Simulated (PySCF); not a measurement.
**One shape, several levels: doublet [C2H4F2]+**

Wanted: a comparison of 6 runs (UHF/STO-3G, UHF/3-21G, UB3LYP/6-31G*, U-wB97M-V/def2-SVPD, UB2PLYP/def2-SVPD, USCS-MP2/def2-SVPD) of doublet [C2H4F2]+. Input form: a Python script.

The results are computed with PySCF 2.14.0.

1 further run of the same task is left out (set aside as unsound or not needed).

## Step 1: The molecule

The species is [C2H4F2]+ (8 atoms), meant as a doublet with charge +1. SMILES of the parent species: `FCCF`. The coordinates come from a PBE0-D4/def2-TZVP relaxation. This is one conformer, not always the lowest. That shape belongs to the parent species and isn't relaxed for this state.

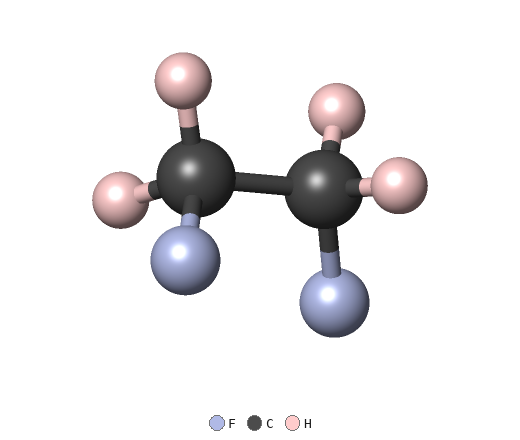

Viewed from a chosen angle; fluorine light blue, carbon dark grey, hydrogen pink.

## Step 2: The energy at UHF/STO-3G (run 1)

The input, job.py:

```python
from pyscf import gto

mol = gto.M(
    atom='''
F     -2.480020     1.465615     1.651640
C     -0.218736     1.353157     0.365095
C      0.411771    -1.315401    -0.335200
F     -1.168096    -2.179383    -2.216365
H     -0.380175     2.528151    -1.328156
H      1.266589     2.112638     1.590885
H      2.360079    -1.403065    -1.029485
H      0.208607    -2.561732     1.301606
''',
    max_memory=1860,
    basis='sto-3g',
    charge=1,
    unit='bohr',
    verbose=4,
    spin=1,
)

hf = mol.UHF()
hf.conv_tol = 1e-10
hf.kernel()
if not hf.converged:
    hf = hf.newton().run(hf.mo_coeff, hf.mo_occ)

e_tot = hf.e_tot
print('E(%s) = %.9f' % ('HF', e_tot))
```

Run with:

```console
$ OMP_NUM_THREADS=1 python job.py
```

What it wrote:

```text
PySCF version 2.14.0

[... 136 lines left out ...]
converged SCF energy = -272.838341467185  <S^2> = 0.76263748  2S+1 = 2.0125978
E(HF) = -272.838341467
```

Wall time 0.82 s (1 thread of Arm Neoverse V1, shared host); peak memory 0.12 GiB.

## Step 3: The energy at UHF/3-21G (run 2)

The input, input.py:

```python
from pyscf import gto

mol = gto.Mole()
mol.atom = '''
F     -1.312370     0.775570     0.874010
C     -0.115750     0.716060     0.193200
C      0.217900    -0.696080    -0.177380
F     -0.618130    -1.153280    -1.172850
H     -0.201180     1.337840    -0.702830
H      0.670250     1.117960     0.841860
H      1.248900    -0.742470    -0.544780
H      0.110390    -1.355610     0.688780
'''
mol.spin = 1
mol.basis = '3-21g'
mol.verbose = 4
mol.max_memory = 1860
mol.charge = 1
mol.build()

myscf = mol.UHF()
myscf.conv_tol = 1e-10
myscf.kernel()
if not myscf.converged:
    myscf = myscf.newton().run(myscf.mo_coeff, myscf.mo_occ)

e_tot = myscf.e_tot
print('Final energy', e_tot)
```

Run with:

```console
$ OMP_NUM_THREADS=1 python input.py
```

What it wrote:

```text
PySCF version 2.14.0

[... 148 lines left out ...]
converged SCF energy = -274.960661242363  <S^2> = 0.76492476  2S+1 = 2.0148695
Final energy -274.96066124236336
```

Wall time 0.99 s (1 thread of Arm Neoverse V1, shared host); peak memory 0.12 GiB.

## Step 4: A single-point energy at UB3LYP/6-31G(d) (spherical functions) (run 3)

The input, job.py:

```python
from pyscf import gto, dft

molecule = gto.M(
    atom='''
F     -2.480020     1.465615     1.651640
C     -0.218736     1.353157     0.365095
C      0.411771    -1.315401    -0.335200
F     -1.168096    -2.179383    -2.216365
H     -0.380175     2.528151    -1.328156
H      1.266589     2.112638     1.590885
H      2.360079    -1.403065    -1.029485
H      0.208607    -2.561732     1.301606
''',
    charge=1,
    basis='6-31g*',
    unit='bohr',
    spin=1,
    max_memory=1860,
    verbose=4,
)

myscf = dft.UKS(molecule, xc='b3lyp')
myscf.grids.level = 5
myscf.conv_tol = 1e-10
myscf.kernel()
if not myscf.converged:
    myscf = myscf.newton().run(myscf.mo_coeff, myscf.mo_occ)

etot = myscf.e_tot
print('E = %.10f Eh' % etot)
```

Run with:

```console
$ OMP_NUM_THREADS=1 python job.py
```

What it wrote:

```text
PySCF version 2.14.0

[... 57 lines left out ...]
WARN: HOMO -0.372101753236974 >= LUMO -0.372101753236972
[... 58 lines left out ...]
converged SCF energy = -277.843604307792  <S^2> = 0.75256535  2S+1 = 2.0025637
E = -277.8436043078 Eh
```

Run time: 27 s. Hardware: 1 thread of Arm Neoverse V1, shared host; peak memory 0.35 GiB.

Runs 4 to 5 aren't shown in full; the table further down has their settings and results.

## Step 5: The energy at USCS-MP2/def2-SVPD (run 6)

The input, start.xyz:

```xyz
8
C2H4F2
F     -1.312370     0.775570     0.874010
C     -0.115750     0.716060     0.193200
C      0.217900    -0.696080    -0.177380
F     -0.618130    -1.153280    -1.172850
H     -0.201180     1.337840    -0.702830
H      0.670250     1.117960     0.841860
H      1.248900    -0.742470    -0.544780
H      0.110390    -1.355610     0.688780
```

The input, job.py:

```python
from pyscf import gto, mp

mol = gto.Mole()
mol.atom = 'start.xyz'
mol.max_memory = 1860
mol.spin = 1
mol.basis = 'def2-svpd'
mol.verbose = 3
mol.charge = 1
mol.build()

mf = mol.UHF()
mf.conv_tol = 1e-10
mf.kernel()
if not mf.converged:
    mf = mf.newton().run(mf.mo_coeff, mf.mo_occ)

pt = mp.MP2(mf, frozen=4).run()
e_tot = mf.e_tot + 1.2 * pt.e_corr_os + pt.e_corr_ss / 3
print(f'total energy: {e_tot:.8f} hartree')
```

Run with:

```console
$ OMP_NUM_THREADS=1 python job.py
```

What it wrote:

```text
converged SCF energy = -276.260987284059  <S^2> = 0.76440541  2S+1 = 2.0143539
E(UMP2) = -276.941252878749  E_corr = -0.680265594690371
E(SCS-UMP2) = -276.923063771498  E_corr = -0.662076487439374
total energy: -276.92306377 hartree
```

It took 9.9 s on 1 thread of Arm Neoverse V1, shared host; peak memory 0.41 GiB.

## Step 6: The series

| run | level | integration grid | nlc grid | energy (Eh) | HOMO energy (eV) | LUMO energy (eV) | ⟨S²⟩ | wall time |
| --- | --- | --- | --- | --- | --- | --- | --- | --- |
| 1 | UHF/STO-3G | – | – | -272.838341 | -16.70 | -8.73 | 0.763 | 0.82 s |
| 2 | UHF/3-21G | – | – | -274.960661 | -20.98 | -11.31 | 0.765 | 0.99 s |
| 3 | UB3LYP/6-31G* (spherical functions) | 5 | – | -277.843604 | -17.03 | -14.69 | 0.753 | 27 s |
| 4 | U-wB97M-V/def2-SVPD | 5 | 1 | -277.543815 | -20.02 | -12.83 | 0.753 | 4.5 min |
| 5 | UB2PLYP/def2-SVPD | 5 | – | -277.413361 | -19.32 | -13.72 | 0.758 | 73 s |
| 6 | USCS-MP2/def2-SVPD | – | – | -276.923064 | -22.07 | -11.35 | 0.764 | 9.9 s |

## Step 7: Summary of results

```
                                                         quantity          value
                                              run 6: total energy  -276.92306 Eh
run 6: HOMO energy (Hartree–Fock orbitals) (highest over α and β)      -22.07 eV
 run 6: LUMO energy (Hartree–Fock orbitals) (lowest over α and β)      -11.35 eV
               run 6: correlation energy (4 core orbitals frozen)     -662.1 mEh
                         run 6: ⟨S²⟩ of the reference determinant          0.764
```

In words: Totals of different functionals can't be ranked against each other. In run 1 the basis is minimal, so the values are rough. All runs together took 6.4 min, the longest 4.5 min.
